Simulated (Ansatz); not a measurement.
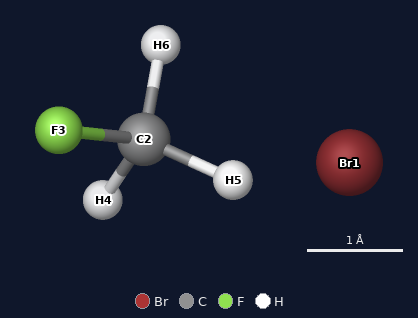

Fig. 1: The structure as given in the input (ball-and-stick view, seen at a tilt; atoms are numbered from 1 in the order of the input). Bond lengths as drawn: C–F 1.40 Å and C–H 1.09 Å.

**CH$_{3}$BrF (charge −1): molecular dynamics**

- system: CH$_{3}$BrF, charge −1, SMILES [Br-].CF
- method: RKS PBE0-D4/def2-SVPD (Ansatz 0.2.0)

Figures and captions count atoms from 1; the log counts them from 0 in places.

**Output**
```
Functional definition: PBE0
  name "PBE0"
  cite "Adamo & Barone, J. Chem. Phys. 110, 6158 (1999) doi:10.1063/1.478522"
  cite "Perdew, Burke & Ernzerhof, Phys. Rev. Lett. 77, 3865 (1996) doi:10.1103/PhysRevLett.77.3865"
  parent pbe
  parameter a = 0.25
  parameter kappa = 0.804
  parameter beta = 0.06672455060314922
  exchange = (1 - a)*pbe_x(kappa = kappa, mu = beta*pi^2/3) + a*exact_x
  correlation = pbe_c(beta = beta)
1122 factors; integrals over basis functions are off by at most 1.5e-4 eV
mean field evaluation 1: about -73826.5911 eV, gradient 3.0e1 eV
mean field evaluation 2: about -73825.7976 eV, gradient 4.0e1 eV
mean field evaluation 4: about -73828.3750 eV, gradient 7.3e-1 eV
mean field evaluation 8: about -73828.3838 eV, gradient 8.9e-3 eV
mean field -73828.38381096 eV, -2713.1430623768 hartree, gradient 1.9e-5 eV, S^2 0.000000; 0 other end points of the search recorded, 0 dependent functions left out
the calculation of the forces begins
reference -73828.38384411 eV, -2713.1430635953 hartree; 27, 27 occupied and 81, 81 virtual orbitals, 1122 factors
md step     0: t =     0.00 fs  T =  1000.0 K  F+E_penalty+E_count = -73828.43933463 eV  E_kin = 0.517040 eV  conserved = -73827.92229463 eV  (24 SCF iters)
these checks for a lower state are left out or cut short: starts, cluster_reference, orbital_swaps, neighbouring_geometries, increment
1122 factors; integrals over basis functions are off by at most 1.8e-4 eV
mean field evaluation 16: about -73828.3572 eV, gradient 1.7e-2 eV
mean field -73828.36515667 eV, -2713.1423768444 hartree, gradient 1.3e-5 eV, S^2 0.000000; 0 other end points of the search recorded, 0 dependent functions left out
the calculation of the forces begins
reference -73828.36518975 eV, -2713.1423780599 hartree; 27, 27 occupied and 81, 81 virtual orbitals, 1122 factors
md step     1: t =     0.75 fs  T =   965.9 K  F+E_penalty+E_count = -73828.42081888 eV  E_kin = 0.499384 eV  conserved = -73827.92143504 eV  (28 SCF iters, 3 dispersion substeps)
[... from here on the SCF iterations and repeated set-up lines of each step are left out, up to the last step ...]
md step     2: t =     1.50 fs  T =   868.7 K  F+E_penalty+E_count = -73828.36935643 eV  E_kin = 0.449168 eV  conserved = -73827.92019148 eV  (28 SCF iters, 3 dispersion substeps)
md step     3: t =     2.25 fs  T =   742.8 K  F+E_penalty+E_count = -73828.30328880 eV  E_kin = 0.384050 eV  conserved = -73827.91924956 eV  (28 SCF iters, 3 dispersion substeps)
md step     4: t =     3.00 fs  T =   616.7 K  F+E_penalty+E_count = -73828.23755832 eV  E_kin = 0.318845 eV  conserved = -73827.91874174 eV  (28 SCF iters, 3 dispersion substeps)
md step     5: t =     3.75 fs  T =   506.8 K  F+E_penalty+E_count = -73828.18058452 eV  E_kin = 0.262031 eV  conserved = -73827.91860796 eV  (28 SCF iters, 3 dispersion substeps)
md step     6: t =     4.50 fs  T =   417.6 K  F+E_penalty+E_count = -73828.13462930 eV  E_kin = 0.215895 eV  conserved = -73827.91882350 eV  (28 SCF iters, 3 dispersion substeps)
md step     7: t =     5.25 fs  T =   342.9 K  F+E_penalty+E_count = -73828.09644764 eV  E_kin = 0.177313 eV  conserved = -73827.91926563 eV  (28 SCF iters, 3 dispersion substeps)
md step     8: t =     6.00 fs  T =   271.7 K  F+E_penalty+E_count = -73828.05979227 eV  E_kin = 0.140456 eV  conserved = -73827.91951219 eV  (28 SCF iters, 3 dispersion substeps)
md step     9: t =     6.75 fs  T =   199.8 K  F+E_penalty+E_count = -73828.02209792 eV  E_kin = 0.103292 eV  conserved = -73827.91902670 eV  (28 SCF iters, 3 dispersion substeps)
md step    10: t =     7.50 fs  T =   143.5 K  F+E_penalty+E_count = -73827.99184230 eV  E_kin = 0.074175 eV  conserved = -73827.91792877 eV  (28 SCF iters, 3 dispersion substeps)
md step    11: t =     8.25 fs  T =   132.6 K  F+E_penalty+E_count = -73827.98564863 eV  E_kin = 0.068570 eV  conserved = -73827.91737885 eV  (28 SCF iters, 3 dispersion substeps)
md step    12: t =     9.00 fs  T =   181.0 K  F+E_penalty+E_count = -73828.01144794 eV  E_kin = 0.093606 eV  conserved = -73827.91819531 eV  (28 SCF iters, 3 dispersion substeps)
md step    13: t =     9.75 fs  T =   267.7 K  F+E_penalty+E_count = -73828.05742327 eV  E_kin = 0.138395 eV  conserved = -73827.91946929 eV  (28 SCF iters, 3 dispersion substeps)
md step    14: t =    10.50 fs  T =   358.4 K  F+E_penalty+E_count = -73828.10459642 eV  E_kin = 0.185288 eV  conserved = -73827.91988308 eV  (28 SCF iters, 3 dispersion substeps)
md step    15: t =    11.25 fs  T =   438.6 K  F+E_penalty+E_count = -73828.14551077 eV  E_kin = 0.226793 eV  conserved = -73827.91947801 eV  (28 SCF iters, 3 dispersion substeps)
md step    16: t =    12.00 fs  T =   515.6 K  F+E_penalty+E_count = -73828.18476505 eV  E_kin = 0.266610 eV  conserved = -73827.91915403 eV  (28 SCF iters, 3 dispersion substeps)
md step    17: t =    12.75 fs  T =   597.3 K  F+E_penalty+E_count = -73828.22685272 eV  E_kin = 0.308808 eV  conserved = -73827.91933738 eV  (25 SCF iters, 3 dispersion substeps)
md step    18: t =    13.50 fs  T =   679.7 K  F+E_penalty+E_count = -73828.26956909 eV  E_kin = 0.351438 eV  conserved = -73827.91977495 eV  (29 SCF iters, 3 dispersion substeps)
md step    19: t =    14.25 fs  T =   751.9 K  F+E_penalty+E_count = -73828.30689686 eV  E_kin = 0.388786 eV  conserved = -73827.92016375 eV  (29 SCF iters, 3 dispersion substeps)
md step    20: t =    15.00 fs  T =   803.2 K  F+E_penalty+E_count = -73828.33322607 eV  E_kin = 0.415262 eV  conserved = -73827.92047221 eV  (29 SCF iters, 3 dispersion substeps)
md step    21: t =    15.75 fs  T =   824.8 K  F+E_penalty+E_count = -73828.34419565 eV  E_kin = 0.426477 eV  conserved = -73827.92071267 eV  (28 SCF iters, 3 dispersion substeps)
md step    22: t =    16.50 fs  T =   811.9 K  F+E_penalty+E_count = -73828.33695177 eV  E_kin = 0.419764 eV  conserved = -73827.92068075 eV  (28 SCF iters, 3 dispersion substeps)
md step    23: t =    17.25 fs  T =   767.7 K  F+E_penalty+E_count = -73828.31312794 eV  E_kin = 0.396956 eV  conserved = -73827.92015489 eV  (28 SCF iters, 3 dispersion substeps)
md step    24: t =    18.00 fs  T =   708.5 K  F+E_penalty+E_count = -73828.28133943 eV  E_kin = 0.366301 eV  conserved = -73827.91948988 eV  (28 SCF iters, 3 dispersion substeps)
md step    25: t =    18.75 fs  T =   651.2 K  F+E_penalty+E_count = -73828.25135060 eV  E_kin = 0.336684 eV  conserved = -73827.91956221 eV  (28 SCF iters, 3 dispersion substeps)
md step    26: t =    19.50 fs  T =   593.6 K  F+E_penalty+E_count = -73828.22204849 eV  E_kin = 0.306917 eV  conserved = -73827.92044661 eV  (28 SCF iters, 3 dispersion substeps)
md step    27: t =    20.25 fs  T =   514.9 K  F+E_penalty+E_count = -73828.18134286 eV  E_kin = 0.266207 eV  conserved = -73827.92083752 eV  (28 SCF iters, 3 dispersion substeps)
md step    28: t =    21.00 fs  T =   408.0 K  F+E_penalty+E_count = -73828.12464085 eV  E_kin = 0.210932 eV  conserved = -73827.91974629 eV  (28 SCF iters, 3 dispersion substeps)
md step    29: t =    21.75 fs  T =   303.1 K  F+E_penalty+E_count = -73828.06840962 eV  E_kin = 0.156705 eV  conserved = -73827.91801359 eV  (28 SCF iters, 3 dispersion substeps)
md step    30: t =    22.50 fs  T =   246.3 K  F+E_penalty+E_count = -73828.03812013 eV  E_kin = 0.127355 eV  conserved = -73827.91729485 eV  (28 SCF iters, 3 dispersion substeps)
md step    31: t =    23.25 fs  T =   257.9 K  F+E_penalty+E_count = -73828.04463681 eV  E_kin = 0.133358 eV  conserved = -73827.91802308 eV  (28 SCF iters, 3 dispersion substeps)
md step    32: t =    24.00 fs  T =   319.5 K  F+E_penalty+E_count = -73828.07743650 eV  E_kin = 0.165197 eV  conserved = -73827.91924235 eV  (28 SCF iters, 3 dispersion substeps)
md step    33: t =    24.75 fs  T =   396.7 K  F+E_penalty+E_count = -73828.11783908 eV  E_kin = 0.205129 eV  conserved = -73827.92004795 eV  (28 SCF iters, 3 dispersion substeps)
md step    34: t =    25.50 fs  T =   464.6 K  F+E_penalty+E_count = -73828.15272881 eV  E_kin = 0.240194 eV  conserved = -73827.92029252 eV  (28 SCF iters, 3 dispersion substeps)
md step    35: t =    26.25 fs  T =   514.3 K  F+E_penalty+E_count = -73828.17780770 eV  E_kin = 0.265892 eV  conserved = -73827.92016555 eV  (25 SCF iters, 3 dispersion substeps)
md step    36: t =    27.00 fs  T =   550.0 K  F+E_penalty+E_count = -73828.19530462 eV  E_kin = 0.284370 eV  conserved = -73827.91973535 eV  (28 SCF iters, 3 dispersion substeps)
md step    37: t =    27.75 fs  T =   585.8 K  F+E_penalty+E_count = -73828.21253041 eV  E_kin = 0.302866 eV  conserved = -73827.91906921 eV  (28 SCF iters, 3 dispersion substeps)
md step    38: t =    28.50 fs  T =   640.5 K  F+E_penalty+E_count = -73828.23976796 eV  E_kin = 0.331167 eV  conserved = -73827.91867437 eV  (28 SCF iters, 3 dispersion substeps)
md step    39: t =    29.25 fs  T =   722.5 K  F+E_penalty+E_count = -73828.28205167 eV  E_kin = 0.373567 eV  conserved = -73827.91931678 eV  (28 SCF iters, 3 dispersion substeps)
these checks for a lower state are left out or cut short: starts, cluster_reference, orbital_swaps, neighbouring_geometries, increment
1122 factors; integrals over basis functions are off by at most 1.5e-4 eV
mean field evaluation 320: about -73828.2730 eV, gradient 8.1e-2 eV
mean field -73828.27297882 eV, -2713.1389893710 hartree, gradient 1.2e-5 eV, S^2 0.000000; 0 other end points of the search recorded, 0 dependent functions left out
the calculation of the forces begins
reference -73828.27301142 eV, -2713.1389905688 hartree; 27, 27 occupied and 81, 81 virtual orbitals, 1122 factors
1122 factors; integrals over basis functions are off by at most 1.5e-4 eV
mean field -73828.27297882 eV, -2713.1389893710 hartree, gradient 1.2e-5 eV, S^2 0.000000; 1 other end points of the search recorded, 0 dependent functions left out
the calculation of the forces begins
reference -73828.27301142 eV, -2713.1389905688 hartree; 27, 27 occupied and 81, 81 virtual orbitals, 1122 factors
md step    40: t =    30.00 fs  T =   810.9 K  F+E_penalty+E_count = -73828.32849228 eV  E_kin = 0.419262 eV  conserved = -73827.92093056 eV  (24 SCF iters, 3 dispersion substeps)
```

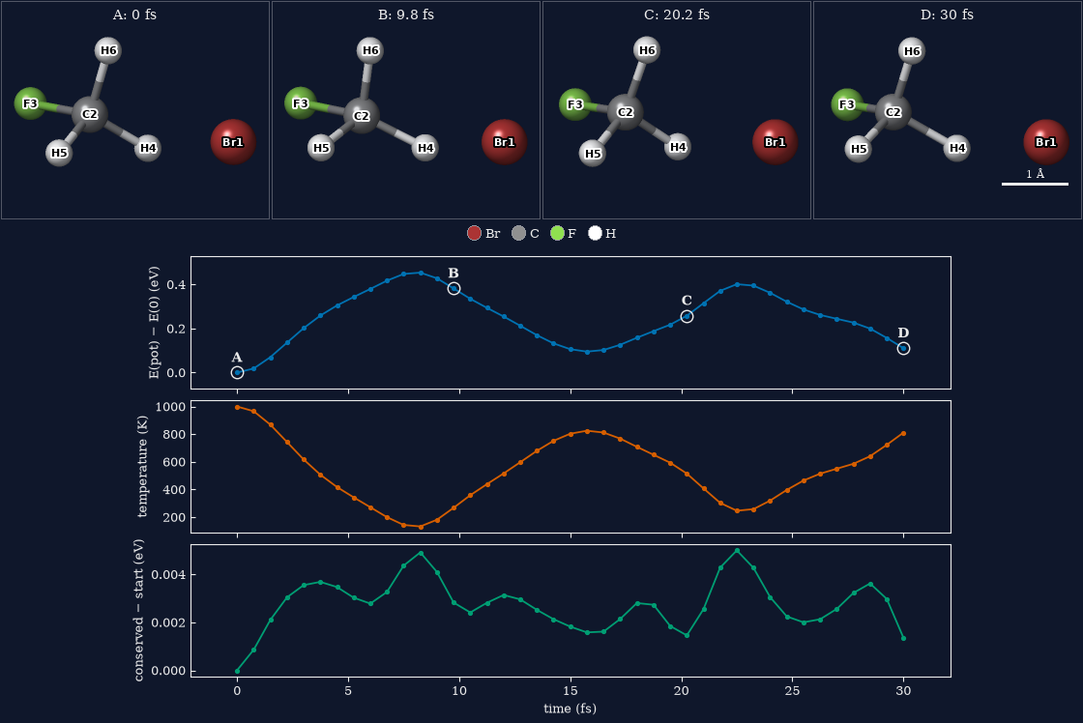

Fig. 2: Frames of the molecular dynamics (ball-and-stick, seen at a tilt) above the curves, on which the letters mark them. The trajectory kept here has 41 frames over 30 fs. The temperature starts at 1000 K, ranges from 133 to 1000 K and averages 566 K over the second half. The potential energy ends 0.111 eV above its first value. The conserved quantity stays within 0.005 eV. After an unweighted best fit of the last frame on the first, the root-mean-square displacement is 0.15 Å.

```
Total energy: -73828.32852487 eV, -2713.1410306507 hartree
Atom 0 at    -0.265941    -0.113911    -2.874590 Å, force    -0.018835    -0.001318    -0.023973 eV/Å
Atom 1 at    -0.094031     0.024565     0.567513 Å, force     0.611441     1.440999    -2.228783 eV/Å
Atom 2 at     0.261592     0.075939     1.878160 Å, force     0.145760     0.024185     0.898777 eV/Å
Atom 3 at     0.748067     0.274511    -0.136608 Å, force    -0.328985    -0.112658     0.820591 eV/Å
Atom 4 at    -0.887071     0.745312     0.297329 Å, force     0.029726    -0.046084     0.475833 eV/Å
Atom 5 at    -0.417188    -0.938689     0.250224 Å, force    -0.439106    -1.305124     0.057555 eV/Å
Dipole moment:     0.011327     0.029286     0.783832 e Å
```

**Trajectory as extended XYZ (Å, eV, eV/Å), 15 of the 41 frames kept, from step=0 to step=40**
```
6
Properties=species:S:1:pos:R:3:forces:R:3 step=0 time_fs=0.0 energy=-73828.43934 temperature=1000.0
Br   -0.2765   -0.1135   -2.8732   -0.0006  -0.0006  -0.0058
C     0.0490    0.0199    0.5095    0.0243   0.0102   0.2527
F     0.1837    0.0808    1.9067   -0.0022  -0.0010  -0.0233
H     1.0003    0.2734    0.0455    0.2286   0.0611  -0.0999
H    -0.7140    0.7276    0.1908   -0.1816   0.1699  -0.0649
H    -0.2426   -0.9882    0.2207   -0.0685  -0.2396  -0.0589
6
Properties=species:S:1:pos:R:3:forces:R:3 step=3 time_fs=2.2 energy=-73828.30329 temperature=742.8
Br   -0.2757   -0.1136   -2.8734    0.0103   0.0072  -0.0038
C     0.0573    0.0297    0.5012   -1.5512  -1.9346   0.0637
F     0.1837    0.0787    1.9189    0.5826   0.1827  -0.9156
H     0.9271    0.2592   -0.1196    0.5475   0.1118   0.6014
H    -0.7444    0.7104    0.2204   -0.1638   0.2371  -0.0568
H    -0.2977   -1.0300    0.2338    0.5747   1.3958   0.3111
6
Properties=species:S:1:pos:R:3:forces:R:3 step=6 time_fs=4.5 energy=-73828.13463 temperature=417.6
Br   -0.2750   -0.1136   -2.8735    0.0212   0.0096   0.0044
C     0.0597    0.0324    0.4931   -1.9040  -1.3608  -0.3303
F     0.1851    0.0771    1.9289    0.9223   0.2679  -1.3927
H     0.8774    0.2498   -0.2545    0.0839   0.0088   1.5212
H    -0.7809    0.7037    0.2475    0.2737   0.0241   0.0193
H    -0.3273   -1.0115    0.2601    0.6029   1.0504   0.1780
6
Properties=species:S:1:pos:R:3:forces:R:3 step=9 time_fs=6.8 energy=-73828.02210 temperature=199.8
Br   -0.2742   -0.1136   -2.8736    0.0249   0.0070   0.0139
C     0.0545    0.0300    0.4839   -1.5726   0.7122   0.1497
F     0.1888    0.0761    1.9354    1.0636   0.2895  -1.5976
H     0.8337    0.2415   -0.3183    0.1175   0.0529   1.7550
H    -0.8052    0.6988    0.2751    0.4719  -0.0049  -0.0323
H    -0.3305   -0.9489    0.2937   -0.1053  -1.0568  -0.2886
6
Properties=species:S:1:pos:R:3:forces:R:3 step=11 time_fs=8.2 energy=-73827.98565 temperature=132.6
Br   -0.2736   -0.1137   -2.8737    0.0214   0.0056   0.0157
C     0.0474    0.0294    0.4780   -1.4391   1.4175   0.9165
F     0.1928    0.0758    1.9374    1.0781   0.2945  -1.6681
H     0.8077    0.2372   -0.3144    0.5438   0.1744   1.3695
H    -0.8094    0.6955    0.2927    0.2862   0.1528  -0.1377
H    -0.3328   -0.9278    0.3100   -0.4904  -2.0447  -0.4959
6
Properties=species:S:1:pos:R:3:forces:R:3 step=14 time_fs=10.5 energy=-73828.10460 temperature=358.4
Br   -0.2728   -0.1137   -2.8738    0.0136   0.0077   0.0129
C     0.0315    0.0324    0.4726   -2.1601  -0.6939   1.9312
F     0.2010    0.0761    1.9369    0.9544   0.2875  -1.7086
H     0.7950    0.2388   -0.2582    1.3415   0.3581   0.3993
H    -0.8067    0.6984    0.3129   -0.2197   0.4502  -0.3094
H    -0.3529   -0.9698    0.3156    0.0704  -0.4097  -0.3254
6
Properties=species:S:1:pos:R:3:forces:R:3 step=17 time_fs=12.8 energy=-73828.22685 temperature=597.3
Br   -0.2720   -0.1137   -2.8739    0.0062   0.0097   0.0067
C     0.0072    0.0328    0.4747   -1.6721  -2.0727   1.7362
F     0.2117    0.0771    1.9320    0.5907   0.2074  -1.5928
H     0.8417    0.2563   -0.1787    0.7347   0.1620   0.3368
H    -0.8128    0.7214    0.3184   -0.2472   0.3221  -0.3656
H    -0.3702   -1.0324    0.3053    0.5877   1.3715  -0.1214
6
Properties=species:S:1:pos:R:3:forces:R:3 step=20 time_fs=15.0 energy=-73828.33323 temperature=803.2
Br   -0.2712   -0.1137   -2.8740   -0.0066   0.0037   0.0016
C    -0.0235    0.0257    0.4836    0.2837  -0.6930   0.9336
F     0.2238    0.0786    1.9231    0.0505   0.0456  -1.1989
H     0.9198    0.2807   -0.0815   -0.9481  -0.2713   0.6131
H    -0.8287    0.7583    0.3069    0.2586  -0.2617  -0.2455
H    -0.3618   -1.0358    0.2884    0.3619   1.1767  -0.1039
6
Properties=species:S:1:pos:R:3:forces:R:3 step=23 time_fs=17.2 energy=-73828.31313 temperature=767.7
Br   -0.2703   -0.1138   -2.8741   -0.0203  -0.0046   0.0041
C    -0.0532    0.0162    0.4966    1.9775   1.8989   0.8777
F     0.2362    0.0802    1.9112   -0.5319  -0.1603  -0.4907
H     0.9564    0.2932    0.0420   -1.5493  -0.4000   0.0034
H    -0.8333    0.7835    0.2838    0.4601  -0.6050  -0.0550
H    -0.3378   -0.9890    0.2655   -0.3362  -0.7289  -0.3395
6
Properties=species:S:1:pos:R:3:forces:R:3 step=26 time_fs=19.5 energy=-73828.22205 temperature=593.6
Br   -0.2695   -0.1138   -2.8742   -0.0263  -0.0062   0.0078
C    -0.0754    0.0135    0.5133    1.9828   1.9259   0.9654
F     0.2471    0.0814    1.8980   -1.0433  -0.3309   0.5311
H     0.9245    0.2882    0.1636   -0.3764  -0.0522  -1.2715
H    -0.8182    0.7820    0.2576    0.0029  -0.2714   0.0556
H    -0.3281   -0.9723    0.2269   -0.5398  -1.2652  -0.2884
6
Properties=species:S:1:pos:R:3:forces:R:3 step=29 time_fs=21.8 energy=-73828.06841 temperature=303.1
Br   -0.2687   -0.1138   -2.8742   -0.0283  -0.0037   0.0027
C    -0.0900    0.0177    0.5337    0.7932  -0.8348   0.1561
F     0.2555    0.0818    1.8861   -1.3291  -0.3889   1.5309
H     0.8770    0.2811    0.2243    1.2612   0.3735  -2.2819
H    -0.8036    0.7683    0.2338   -0.6151   0.3019   0.1092
H    -0.3418   -1.0071    0.1774   -0.0820   0.5520   0.4829
6
Properties=species:S:1:pos:R:3:forces:R:3 step=31 time_fs=23.2 energy=-73828.04464 temperature=257.9
Br   -0.2682   -0.1138   -2.8743   -0.0308  -0.0035  -0.0043
C    -0.0976    0.0195    0.5478    1.0972  -1.3482  -0.9231
F     0.2592    0.0816    1.8802   -1.3158  -0.3721   1.8569
H     0.8730    0.2848    0.2070    0.7559   0.2176  -2.0592
H    -0.8083    0.7653    0.2208   -0.6126   0.2998   0.2668
H    -0.3549   -1.0220    0.1547    0.1061   1.2065   0.8629
6
Properties=species:S:1:pos:R:3:forces:R:3 step=34 time_fs=25.5 energy=-73828.15273 temperature=464.6
Br   -0.2674   -0.1138   -2.8744   -0.0345  -0.0063  -0.0154
C    -0.1047    0.0182    0.5652    2.1512   0.1057  -2.6483
F     0.2621    0.0803    1.8753   -0.9984  -0.3006   1.7825
H     0.8868    0.2963    0.1050   -1.1238  -0.2981  -0.6325
H    -0.8369    0.7701    0.2140   -0.0399  -0.1957   0.6506
H    -0.3704   -0.9980    0.1555    0.0454   0.6950   0.8631
6
Properties=species:S:1:pos:R:3:forces:R:3 step=37 time_fs=27.8 energy=-73828.21253 temperature=585.8
Br   -0.2667   -0.1139   -2.8745   -0.0305  -0.0070  -0.0229
C    -0.1034    0.0175    0.5724    2.1083   2.1001  -3.0274
F     0.2625    0.0784    1.8750   -0.4750  -0.1790   1.3955
H     0.8521    0.2949   -0.0289   -1.5513  -0.4253   0.6273
H    -0.8686    0.7667    0.2378    0.3242  -0.4147   0.7697
H    -0.3853   -0.9453    0.1957   -0.3757  -1.0741   0.2578
6
Properties=species:S:1:pos:R:3:forces:R:3 step=40 time_fs=30.0 energy=-73828.32849 temperature=810.9
Br   -0.2659   -0.1139   -2.8746   -0.0188  -0.0013  -0.0240
C    -0.0940    0.0246    0.5675    0.6114   1.4410  -2.2288
F     0.2616    0.0759    1.8782    0.1458   0.0242   0.8988
H     0.7481    0.2745   -0.1366   -0.3290  -0.1127   0.8206
H    -0.8871    0.7453    0.2973    0.0297  -0.0461   0.4758
H    -0.4172   -0.9387    0.2502   -0.4391  -1.3051   0.0576
```

This output came from the following input.

**Input file**
```yaml
crystal:
  periodic: [false, false, false]
  atoms:
    - {symbol: Br, position_ang: [-0.276504, -0.113509, -2.873230]}
    - {symbol: C, position_ang: [0.049023, 0.019893, 0.509525]}
    - {symbol: F, position_ang: [0.183749, 0.080829, 1.906654]}
    - {symbol: H, position_ang: [1.000348, 0.273423, 0.045456]}
    - {symbol: H, position_ang: [-0.714021, 0.727595, 0.190849]}
    - {symbol: H, position_ang: [-0.242595, -0.988231, 0.220746]}
basis:
  gaussian: {orbitals: def2-SVPD}
total_charge: -1
hamiltonian: {xc: pbe0, dispersion: d4}
md: {n_steps: 40, timestep: 0.75, temperature: 1000, ensemble: nvt_nose_hoover, seed: 698, initial_velocities: maxwell_boltzmann}
```

Run as:
```bash
ansatz run in.yaml --threads 4 --pin off --events-out ev --progress --plain --max-ram 9574MiB
```

**Key numbers**

| quantity | value |
| --- | --- |
| outcome | finished |
| mean temperature over the second half | 566 K |
| trajectory | 40 steps, 30 fs |
| ensemble | nvt_nose_hoover |
| temperature in the input | 1000 K |
| time step | 0.75 fs |
| potential energy (last step) | −73828.3285 eV |
| mean-field energy (last step) | −73828.2730 eV |
| dispersion energy (last step) | −0.0555 eV |
| SCF solution under orbital rotations (last step) | stable |
| largest force (length of the vector) (last step) | 2.724 eV/Å |
| hardware | 4 threads of Arm Neoverse V1, 23 GiB of memory available, shared host |
| wall time | 69 s (CPU time 3.5 min) |
| peak memory | 0.4 GiB |

**Notes**

So short a trajectory is not equilibrated. The temperature stays far from the 1000 K of the thermostat over the second half: the run isn't equilibrated.
